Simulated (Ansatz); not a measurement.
# From PBE to G0W0: SrLi2SnS4 (I-42m), part 2 of 2

Wanted: the gap of SrLi2SnS4 (I-42m) with a many-body correction, and the time that it takes.

Ansatz 0.2.0; PBE, then G0W0 on it, plane waves, PAW. Known limits of the many-body steps: finite bands, screening cutoff and k mesh; no spin-orbit coupling in G0W0.

So far. Step 2 (Bands along the symmetry lines): Over mesh and path the gap is 2.673 eV, direct, at k = (0.500, 0.500, -0.500).

In doubt: masses and optical values from hybrid runs of this build are listed as unsure (in some of the runs), which bears on the screening that GW takes from such a start.

## Step 3: The quasiparticle correction

G0W0 replaces the xc potential by a self-energy built once from the orbitals of the start. Levels are corrected in the window of bands that the input names, at points of the mesh.

This step: G0W0 on PBE, plane waves, PAW.

Contents of input.yaml:

```yaml
crystal:
  lattice:
    - [-3.3295, 3.3295, 3.959]
    - [3.3295, -3.3295, 3.959]
    - [3.3295, 3.3295, -3.959]
  atoms:
    - { symbol: Li, position: [0.25, 0.75, 0.5] }
    - { symbol: Li, position: [0.75, 0.25, 0.5] }
    - { symbol: Sr, position: [0.5, 0.5, 0.0] }
    - { symbol: Sn, position: [0.0, 0.0, 0.0] }
    - { symbol: S, position: [0.03526, 0.03526, 0.4132] }
    - { symbol: S, position: [0.96474, 0.37794, 0.0] }
    - { symbol: S, position: [0.62206, 0.62206, 0.5868] }
    - { symbol: S, position: [0.37794, 0.96474, 0.0] }
kpoints:
  mp_grid: { grid: [4, 4, 4] }
hamiltonian:
  xc: pbe
scf:
  occupations: { method: fixed }
gw:
  n_empty_bands: 883
  ecut_chi: 170.0
  qp_bands: [v2, c2]
  qp_kpoints: band_edges
  screening: { model: contour_deformation }
```

Command:

```console
ansatz run input.yaml --threads 2 --pin off --max-ram 92160MiB --backend cuda --events-out ev --progress --plain --runs-dir out --devices 1 --max-vram 13GiB  # rebuilt from the run's record
```

Numbers of over 12 decimals in the logs are rounded to 6 here.

Log:

```text
GPUs: using 1 of 1 available (devices: 1).
[...]
GPU FFT provider: cuFFT
GPU libraries: cuBLAS 13.8.2, cuFFT 12.4.0, cuSOLVER 12.3.4
Crystal: 8 atoms, lattice volume = 175.551 Å³
Basis set: ecut = 420 eV, 3445 PW (Γ)
Bands: 35, of which v1, the nominal top of the filled ones, is band 27 counted from 1 (26 counted from 0)
Symmetry: 8 space group operations
[...]
k-points: 13 of 64 (time reversal used)
[...]
GPU buffer pool allocated for 91125 grid points (all kernels)
[...]
SCF iter   1: F=—  HF=-13595.928084 eV  |F-HF|=—  |Δ(HF+E_count)|=         —  Δρ=7.90e-4  dr2=9.52e-4  ethr=1.77e-3  ⟨swp⟩=5.8  Hψ=1871  notcnv=0  defer=68
[...]
SCF iter   6: F=-13595.931176 eV  HF=-13595.931176 eV  |F-HF|=6.98e-9  |Δ(HF+E_count)|=   2.16e-7  Δρ=3.86e-6  dr2=3.84e-8  ethr=1.85e-10  ⟨swp⟩=13.3  Hψ=2459  notcnv=0
SCF 1 converged in 6 iterations: F = -13595.931176 eV  dr2 = 3.84e-8
[...]
NSCF: frozen V_eff on 13 k-points
the band table was solved once the SCF had ended and its energy, with any forces and stress, was formed, with the checks that follow a solve (1963 applications of the Hamiltonian). They found nothing against the state; the energy, forces and stress were not computed again (output.eigenvalues in the input reference)
[...]
G₀W₀ screening: q 1/13
[... further progress lines ...]
[...]
SCF converged after 6 iterations
Free energy (F): -13595.931176 eV
[...]
Internal energy: -13595.931176 eV  (E = F + TS)
E sigma→0 (E₀):  -13595.931176 eV
Fermi energy:    5.050584 eV
[...]
--- Band table (eV; the first three rows and the last of 13) ---
  k-point 0: bands = [... 23 lower, 4.0762, 4.5913, 4.6735, 4.6735, 7.7472, 8.9845, 9.7275, 10.1200, ... 4 higher]
  k-point 1: bands = [... 23 lower, 4.2302, 4.2411, 4.4591, 4.4926, 8.0687, 8.9621, 9.2894, 9.9298, ... 4 higher]
  k-point 2: bands = [... 23 lower, 3.7626, 3.9718, 4.0097, 4.5392, 8.2150, 9.3861, 9.7002, 9.8485, ... 4 higher]
  k-point 12: bands = [... 23 lower, 3.3064, 4.5728, 4.5728, 5.0506, 7.7232, 9.2158, 9.2158, 9.5539, ... 4 higher]
--- G₀W₀: contour deformation, 6 samples at zero and on the imaginary axis and 2 off it, 64 q-points, 883 empty bands' worth ---
  eigenvalues of the whole cell's RPA ε∞ on this k-mesh (on a slab, of 1 + 4πα/V) = 4.5791, 4.7185, 4.7185; static W/v taken at q = 0 is 0.214061
  bands read: the sum over 910 bands ends inside a degenerate multiplet in 3 slots, whose members it reads at an even weight; the widest, k=7: bands 910 to 911 (counted from 1) at 1/2 each
  gw.qp_kpoints: band_edges: 13 of 13 stored k-points solved, in 1 pass; an edge of the gap read off the rows below is read off those points alone
    ik  band        ε_KS         Σx   Σc(E_QP)       V_xc       Z   E_QP_lin       E_QP  E_QP is
     0    26      4.6735   -18.1490     1.9030   -15.2518  0.7588     3.6642     3.6795  root
     0    27      4.6735   -18.1490     1.9030   -15.2518  0.7588     3.6642     3.6795  root
     0    28      7.7472    -9.5806    -3.8448   -13.8079  0.7905     8.1313     8.1298  root
     0    29      8.9845    -5.6901    -3.8390    -9.8664  0.8011     9.3232     9.3217  root
     1    26      4.4591   -17.9352     1.9944   -14.9312  0.7563     3.4329     3.4495  root
     1    27      4.4926   -17.3768     1.9712   -14.3761  0.7584     3.4458     3.4632  root
     1    28      8.0687   -10.4445    -3.9074   -14.8391  0.7814     8.5586     8.5560  root
     1    29      8.9621    -5.0852    -3.8143    -9.2038  0.8051     9.2675     9.2664  root
     2    26      4.0097   -17.3259     2.2497   -14.0252  0.7497     2.9375     2.9586  root
     2    27      4.5392   -17.9755     2.0836   -14.8491  0.7550     3.4782     3.4965  root
     2    28      8.2150   -10.5765    -3.9319   -15.0015  0.7807     8.7107     8.7080  root
     2    29      9.3861    -6.7441    -3.9359   -11.0201  0.7974     9.7276     9.7262  root
     3    26      4.5517   -17.9838     1.9848   -14.9834  0.7573     3.5194     3.5362  root
     3    27      4.6168   -17.8812     1.9191   -14.9632  0.7582     3.6022     3.6179  root
     3    28      8.0142   -10.0070    -3.8721   -14.3371  0.7849     8.4744     8.4722  root
     3    29      9.1318    -5.9225    -3.9409   -10.2196  0.7987     9.4897     9.4881  root
     4    26      4.3013   -17.7793     2.0441   -14.7117  0.7550     3.2601     3.2780  root
     4    27      4.4882   -17.7959     2.0932   -14.6603  0.7549     3.4274     3.4459  root
     4    28      8.0578   -10.0441    -3.9056   -14.4248  0.7852     8.5353     8.5328  root
     4    29      9.0382    -5.9542    -3.9626   -10.2674  0.8033     9.3902     9.3887  root
     5    26      4.3879   -17.5555     2.0261   -14.5038  0.7560     3.3446     3.3623  root
     5    27      4.5706   -17.7903     2.0640   -14.6881  0.7556     3.5143     3.5325  root
     5    28      8.0939   -10.3904    -3.9001   -14.7754  0.7835     8.5813     8.5787  root
     5    29      8.8694    -6.2218    -3.8962   -10.4705  0.8027     9.2234     9.2219  root
     6    26      4.4762   -17.8605     1.9789   -14.8720  0.7566     3.4500     3.4666  root
     6    27      4.5979   -17.8162     2.1187   -14.6458  0.7550     3.5273     3.5463  root
     6    28      7.9910    -9.7022    -3.8711   -14.0299  0.7878     8.4498     8.4475  root
     6    29      9.3685    -7.3194    -4.1355   -11.8749  0.7931     9.7909     9.7885  root
     7    26      4.1994   -17.6635     2.1947   -14.4075  0.7521     3.1174     3.1380  root
     7    27      4.1994   -17.6635     2.1947   -14.4075  0.7521     3.1174     3.1380  root
     7    28      8.0987   -10.3777    -4.0283   -14.9199  0.7831     8.6157     8.6127  root
     7    29      9.0674    -6.5872    -4.0855   -11.0916  0.8017     9.4885     9.4863  root
     8    26      4.5097   -17.9690     2.0220   -14.9224  0.7566     3.4679     3.4851  root
     8    27      4.6877   -17.5684     2.0956   -14.4113  0.7567     3.6071     3.6263  root
     8    28      8.2181   -10.5046    -3.9348   -14.9327  0.7810     8.7142     8.7114  root
     8    29      9.6995    -5.4547    -4.1167    -9.9797  0.7962    10.1103    10.1079  root
     9    26      4.4198   -17.6149     2.1067   -14.4644  0.7547     3.3571     3.3760  root
     9    27      4.7846   -17.8967     2.0776   -14.7746  0.7562     3.7221     3.7402  root
     9    28      8.0331    -9.6927    -3.8866   -14.0452  0.7885     8.5014     8.4991  root
     9    29      9.2023    -6.9166    -4.0401   -11.3587  0.7980     9.6064     9.6044  root
    10    26      4.4446   -17.5492     2.1455   -14.3485  0.7540     3.3699     3.3895  root
    10    27      4.5549   -17.9929     2.0267   -14.9410  0.7563     3.5123     3.5298  root
    10    28      7.9817    -9.4809    -3.8390   -13.7628  0.7884     8.4267     8.4246  root
    10    29      9.1475    -5.6752    -3.9938   -10.0332  0.8001     9.5134     9.5117  root
    11    26      4.4601   -17.7522     2.1460   -14.5600  0.7534     3.3949     3.4139  root
    11    27      4.5352   -17.6860     2.1463   -14.4862  0.7542     3.4623     3.4818  root
    11    28      8.1064    -9.8790    -3.9145   -14.2703  0.7867     8.5858     8.5833  root
    11    29      9.3817    -6.9749    -4.1664   -11.6021  0.7955     9.8454     9.8425  root
    12    26      4.5728   -17.7449     2.1114   -14.5980  0.7543     3.5190     3.5373  root
    12    27      5.0506   -18.0946     2.0169   -15.0424  0.7580     3.9987     4.0155  root
    12    28      7.7232    -8.5642    -3.8924   -12.9071  0.7982     8.1758     8.1737  root
    12    29      9.2158    -7.0772    -3.9291   -11.3380  0.7990     9.5489     9.5475  root
```

The job ended after 2.7 min (1 × NVIDIA H100 80GB HBM3 (shared by 6 runs) with 2 threads of AMD EPYC 7R13 (Zen 3), shared host; peak memory 3.6 GiB).

Numbers from this step:

- bands summed: 910
- RPA ε∞ on this mesh (eigenvalues): 4.579, 4.718, 4.718
- plane waves in the screening matrix: 881
- q-points in the mesh: 64
- G0W0 gap over the corrected points: 4.114 eV
- k of the valence top: -0.5, -0.5, -0.5
- k of the conduction bottom: 0, 0, 0
- starting gap on the mesh: 2.673 eV
- Z at the valence top: 0.7580
- Z at the conduction bottom: 0.7905
- least direct G0W0 gap over the corrected points: 4.158 eV

Over all 13 irreducible mesh points the G0W0 gap is 4.114 eV, from k = (-0.500, -0.500, -0.500) to k = Γ. The PBE gap of this run on the mesh is 2.673 eV. Other states bound it: the two that bound the G0W0 gap lie 2.697 eV apart in PBE, so state for state the correction is 4.114 − 2.697 = +1.417 eV, while gap against gap it is 4.114 − 2.673 = +1.441 eV. The start of this run differs from the step before in mesh (6×6×6 and 4×4×4).

Labels follow the order of the start: v1 is the top filled band, c1 the lowest empty one; levels that stay degenerate share a row, the window can cut a multiplet, doubted levels are not marked in this list, bands outside the window were not corrected, and the list may be a part of the corrected levels. The levels before and after the correction (eV, zero at the valence-band top of each column):

```
           conduction bottom  valence top
Kohn-Sham               2.67         0.00
     G0W0               4.11         0.00
```

```
                         level  occupation  energy (eV)
Kohn-Sham              Γ v2-v1           2       -0.377
Kohn-Sham                 Γ c1           0        2.697
Kohn-Sham                 Γ c2           0        3.934
Kohn-Sham  (-0.5 -0.5 -0.5) v2           2       -0.478
Kohn-Sham  (-0.5 -0.5 -0.5) v1           2        0.000
Kohn-Sham  (-0.5 -0.5 -0.5) c1           0        2.673
Kohn-Sham  (-0.5 -0.5 -0.5) c2           0        4.165
     G0W0              Γ v2-v1           2       -0.336
     G0W0                 Γ c1           0        4.114
     G0W0                 Γ c2           0        5.306
     G0W0  (-0.5 -0.5 -0.5) v2           2       -0.478
     G0W0  (-0.5 -0.5 -0.5) v1           2        0.000
     G0W0  (-0.5 -0.5 -0.5) c1           0        4.158
     G0W0  (-0.5 -0.5 -0.5) c2           0        5.532
```

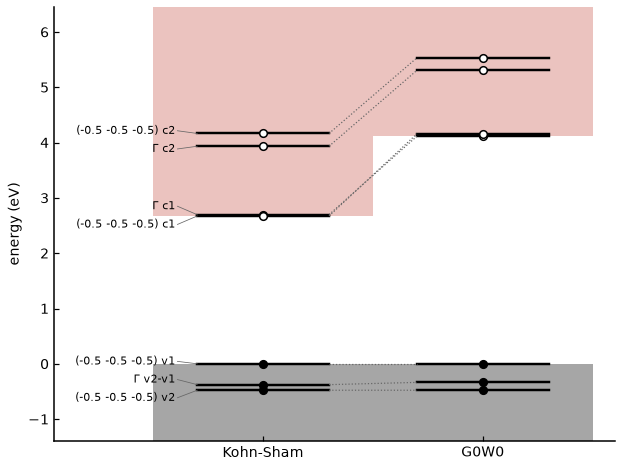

Levels before and after the correction. Shaded: valence and conduction bands. Filled marks are occupied levels, open marks empty ones.

The parts of the quasiparticle energy for the two states that bound the G0W0 gap, in eV on the run's own scale (QP = start + Σx + Σc − Vxc, with Σc at the quasiparticle energy):

```
             edge                         k  band  start       Σx      Σc      Vxc      Z     QP
      valence top  (-0.500, -0.500, -0.500)    27  5.051  −18.095   2.017  −15.042  0.758  4.016
conduction bottom                         Γ    28  7.747   −9.581  −3.845  −13.808  0.790  8.130
```

## Step 4: Spin-orbit coupling in PBE

This run has two-component orbitals with spin-orbit coupling.

This step: DFT, PBE with spin-orbit coupling, plane waves, PAW.

input.yaml, the sections that differ from step 3:

```yaml
kpoints:
  mp_grid: { grid: [6, 6, 6] }
  band_path:
    path:
      - [0.0, 0.0, 0.0]
      - [0.0, 0.0, 0.5]
      - [0.25, 0.25, 0.25]
      - [0.0, 0.5, 0.0]
      - [0.5, 0.5, -0.5]
      - [0.42681823, 0.57318177, -0.42681823]
      - [-0.42681823, 0.42681823, 0.42681823]
      - [-0.35363646, 0.35363646, 0.5]
    npoints: 1
scf:
  occupations: { method: fixed }
  n_extra_bands: 12
magnetization:
  noncollinear: true
  spin_orbit: true
output:
  eigenvalues: true
# crystal, hamiltonian: as in step 3
# gw: removed
```

Log:

```text
[...]
GPUs: using 1 of 1 available (devices: 1).
[...]
non-collinear run that drives no moment, with spin-orbit: no starting moment large enough to seed its density (crystal.atoms[].spin), no starting occupations that ask for one, no magnetisation constraint and no magnetic field, so the semilocal B_xc is pinned to zero
[...]
GPU FFT provider: cuFFT
GPU libraries: cuBLAS 13.8.2, cuFFT 12.4.0, cuSOLVER 12.3.4
Crystal: 8 atoms, lattice volume = 175.551 Å³
Basis set: ecut = 420 eV, 3445 PW (Γ)
Bands: 66, of which v1, the nominal top of the filled ones, is band 54 counted from 1 (53 counted from 0)
Symmetry: 8 space group operations + 8 with time reversal
[...]
k-points: 30 of 216 (time reversal used)
Projection manifold: j_resolved (fully-relativistic pseudo-atomic orbitals)
[...]
GPU buffer pool allocated for 91125 grid points (all kernels)
[...]
SCF iter   1: F=—  HF=-13600.105267 eV  |F-HF|=—  |Δ(HF+E_count)|=         —  Δρ=3.56e-2  dr2=4.12e0  dr2_m=0.00e0 (ungated)  ethr=3.10e-3  |M|=0.00e0 ∫|m|=0.00e0 μB  |m|>n=0.0e0 m-floor=0.0e0 τ_xc=0.0e0  β_m=0.30  ⟨swp⟩=8.3  Hψ=9046  notcnv=0  defer=236
[...]
spin=Noncollinear: Resta preconditioning applied to the charge; magnetization (m_x, m_y, m_z) channels mix plain (no charge-response kernel on spin).
SCF iter   2: F=—  HF=-13599.353856 eV  |F-HF|=—  |Δ(HF+E_count)|=   7.51e-1  Δρ=2.58e-2  dr2=2.11e0  dr2_m=0.00e0 (ungated)  ethr=3.10e-3  |M|=0.00e0 ∫|m|=0.00e0 μB  |m|>n=0.0e0 m-floor=0.0e0 τ_xc=0.0e0  β_m=0.65  ⟨swp⟩=3.6  Hψ=2716  notcnv=0  defer=225
[...]
SCF iter   9: F=-13598.706052 eV  HF=-13598.706052 eV  |F-HF|=8.03e-9  |Δ(HF+E_count)|=   2.74e-7  Δρ=2.43e-6  dr2=1.83e-8  dr2_m=0.00e0 (ungated)  ethr=1.85e-10  |M|=0.00e0 ∫|m|=0.00e0 μB  |m|>n=0.0e0 m-floor=0.0e0 τ_xc=0.0e0  ⟨swp⟩=17.7  Hψ=10560  notcnv=0
SCF 1 converged in 9 iterations: F = -13598.706052 eV  dr2 = 1.83e-8
[...]
SCF converged after 9 iterations
Magnetization: |M| = 0.0000 μB,  M = (+0.0000, +0.0000, +0.0000) μB
Absolute magnetization: 0.0000 μB (∫|m|)
  site 0: m = (+0.0000, +0.0000, +0.0000) μB, |m| = 0.0000 μB  (R = 1.02 Å)
  site 1: m = (+0.0000, +0.0000, +0.0000) μB, |m| = 0.0000 μB  (R = 1.02 Å)
  site 2: m = (+0.0000, +0.0000, +0.0000) μB, |m| = 0.0000 μB  (R = 1.27 Å)
  site 3: m = (+0.0000, +0.0000, +0.0000) μB, |m| = 0.0000 μB  (R = 0.98 Å)
  site 4: m = (+0.0000, +0.0000, +0.0000) μB, |m| = 0.0000 μB  (R = 0.98 Å)
  site 5: m = (+0.0000, +0.0000, +0.0000) μB, |m| = 0.0000 μB  (R = 0.98 Å)
  site 6: m = (+0.0000, +0.0000, +0.0000) μB, |m| = 0.0000 μB  (R = 0.98 Å)
  site 7: m = (+0.0000, +0.0000, +0.0000) μB, |m| = 0.0000 μB  (R = 0.98 Å)
Free energy (F): -13598.706052 eV
[...]
Internal energy: -13598.706052 eV  (E = F + TS)
E sigma→0 (E₀):  -13598.706052 eV
Fermi energy:    5.050377 eV
[...]
--- Band table (eV; the first three rows and the last of 30) ---
  k-point 0: bands = [... 50 lower, 4.6706, 4.6706, 4.7072, 4.7072, 7.7490, 7.7490, 8.9835, 8.9835, ... 8 higher]
  k-point 1: bands = [... 50 lower, 4.5024, 4.5061, 4.5683, 4.5701, 7.9933, 7.9973, 8.9391, 8.9414, ... 8 higher]
  k-point 2: bands = [... 50 lower, 4.3076, 4.3154, 4.5384, 4.5551, 8.0961, 8.0963, 9.0907, 9.0924, ... 8 higher]
  k-point 29: bands = [... 50 lower, 4.5847, 4.5847, 5.0504, 5.0504, 7.7267, 7.7267, 9.1365, 9.1365, ... 8 higher]
```

Elapsed: 16 s, on 1 × NVIDIA H100 80GB HBM3 (shared by 6 runs) with 2 threads; peak memory 1 GiB.

Numbers from this step:

- gap: 2.676 eV
- valence top at: M
- conduction bottom at: M
- least direct gap: 2.676 eV

Over mesh and listed points the gap is 2.676 eV, direct, at k = (0.500, 0.500, -0.500). PBE+SOC against PBE: 2.676 − 2.673 = +0.003 eV, with the same mesh, set of files (read in its fully relativistic form for the spin-orbit run) and cutoff, and both edges at the same k points. The spin-orbit run sees mesh and listed points alone, so its gap is an upper bound: the coupling can move an edge off these points, the more so as this crystal has no centre of inversion, and the change over the zone, its sign included where it is small, is not known.

## Step 5: Side by side

Each gap is the least one over the points named; times are wall times on shared hosts, not benchmarks. A G0W0 time includes the run's own self-consistent start. Runs with listed points see these and the mesh alone, so an edge that moves elsewhere is missed. Rows marked * are further runs, not shown as steps, whose inputs differ from the G0W0 step on the same start in the columns given; solver thresholds can differ too. Symmetry makes (0.500, 0.500, -0.500) and (-0.500, -0.500, -0.500) one point.

```
    level   mesh       files, cutoff    bands summed, screening                          points  gap (eV)               valence top       conduction bottom  least direct gap (eV)     time
      PBE  6×6×6  soft_2 PAW, 420 eV                          -                   mesh and path     2.673    (0.500, 0.500, -0.500)  (0.500, 0.500, -0.500)                  2.673     10 s
  PBE+SOC  6×6×6  soft_2 PAW, 420 eV                          -          mesh and listed points     2.676    (0.500, 0.500, -0.500)  (0.500, 0.500, -0.500)                  2.676     16 s
G0W0@PBE*  4×4×4  soft_2 PAW, 420 eV                 172, 51 eV  all 13 irreducible mesh points     4.035  (-0.500, -0.500, -0.500)                       Γ                  4.115     18 s
G0W0@PBE*  4×4×4  soft_2 PAW, 420 eV                437, 102 eV  all 13 irreducible mesh points     4.099  (-0.500, -0.500, -0.500)                       Γ                  4.134     36 s
 G0W0@PBE  4×4×4  soft_2 PAW, 420 eV                910, 170 eV  all 13 irreducible mesh points     4.114  (-0.500, -0.500, -0.500)                       Γ                  4.158  2.7 min
G0W0@PBE*  2×2×2  soft_2 PAW, 420 eV                437, 102 eV   all 4 irreducible mesh points     4.097  (-0.500, -0.500, -0.500)                       Γ                  4.111     15 s
G0W0@PBE*  4×4×4  soft_2 PAW, 420 eV  437, 102 eV, plasmon pole  all 13 irreducible mesh points     4.115  (-0.500, -0.500, -0.500)                       Γ                  4.160     52 s
```

## Step 6: Outcome

| Item | Value |
| --- | --- |
| PBE gap over mesh and path | 2.673 eV, direct, at k = (0.500, 0.500, -0.500) |
| G0W0@PBE gap over all 13 irreducible mesh points | 4.114 eV, from k = (-0.500, -0.500, -0.500) to k = Γ |
| PBE+SOC gap over mesh and listed points | 2.676 eV |
| estimated limit in bands and cutoff, on this mesh | 4.128 eV |
| GW settings | 4×4×4 mesh, 883 empty bands, screening to 170 eV |
| known limits | finite bands, screening cutoff and k mesh; no spin-orbit coupling in G0W0 |

What this shows: Over all 13 irreducible mesh points the G0W0 gap is 4.114 eV, from k = (-0.500, -0.500, -0.500) to k = Γ. The PBE gap of this run on the mesh is 2.673 eV. Other states bound it: the two that bound the G0W0 gap lie 2.697 eV apart in PBE, so state for state the correction is 4.114 − 2.697 = +1.417 eV, while gap against gap it is 4.114 − 2.673 = +1.441 eV. The valence state moves by 4.016 − 5.051 = −1.035 eV and the conduction state by 8.130 − 7.747 = +0.383 eV, on the run's own scale; with 172 bands the edge states move by −0.466 and +0.872 eV, so the split between the edges depends on the bands and cutoff. Both edges that PBE shows over mesh and path lie at k points where levels were corrected. G0W0 has the conduction bottom at another k point than that. Levels at other points were not corrected, so a lower G0W0 gap elsewhere in the zone is not ruled out. From 172 bands and 51 eV to 910 bands and 170 eV the gap moves by 4.114 − 4.035 = +0.079 eV (rung by rung 4.035, 4.099, 4.114 eV); bands and screening cutoff rise together, so their parts are not told apart. A line in one over the bands through the two highest rungs gives 4.114 + (4.114 − 4.099) × 437 / (910 − 437) = 4.128 eV, and through the pair below 4.099 + (4.099 − 4.035) × 172 / (437 − 172) = 4.141 eV. The two agree within 0.03 eV and the same two states bound the gap in each rung, so 4.128 eV is taken as an estimate of the limit on this mesh. With the 2×2×2 mesh in place of the 4×4×4 mesh and all else as in the G0W0@PBE row with 437 bands, the gap differs by 4.097 − 4.099 = −0.002 eV, and that of the start by 2.680 − 2.673 = +0.007 eV. With the plasmon pole model in place of the contour deformation model and all else as in the G0W0@PBE row with 437 bands, the gap differs by 4.115 − 4.099 = +0.016 eV. G0W0 on other starts in this series, not shown as steps and not all at these settings: 4.604 eV on HSE06 (4×4×4, soft_2 PAW, 437 bands, 102 eV). PBE+SOC against PBE: 2.676 − 2.673 = +0.003 eV, with the same mesh, set of files (read in its fully relativistic form for the spin-orbit run) and cutoff, and both edges at the same k points. The spin-orbit run sees mesh and listed points alone, so its gap is an upper bound: the coupling can move an edge off these points, the more so as this crystal has no centre of inversion, and the change over the zone, its sign included where it is small, is not known. What spin-orbit coupling does to the G0W0 levels was not computed, so no sum with the G0W0 gap is formed. The G0W0 runs are scalar-relativistic. G0W0 is shown with one set of atomic data (soft_2 PAW), so the error from the files is not known here.

[Paths, hosts, dates, memory and timing lines, banners, echoed tables and standing remarks are left out of the program output.]

[Logs are printed without paths, hosts, clocks, repeated set-up lines and the standing remarks that a program may print on its own settings, such as how far it seeks lower states.]

[Runs of the session that timed out or met a known fault of the program may be left out.]

[Cells called generated may have been cut or substituted from an entry of the Crystallography Open Database or the Materials Project.]

[Hosts, paths, dates, database ids (printed as entryN), source tags and the programs' standing remarks are cut or masked in the printed files.]

[Where an RPA ε∞ is given, it is that of the G0W0 mesh and is not shown converged in it. Names of k-points follow the symmetry that the program found, which can be lower than the space group named. Band edges on a path are those of the sampled points; other points can move an edge, and change direct to indirect where valleys lie close.]

[Hybrid gaps are those of their k-mesh and are not shown converged in it.]
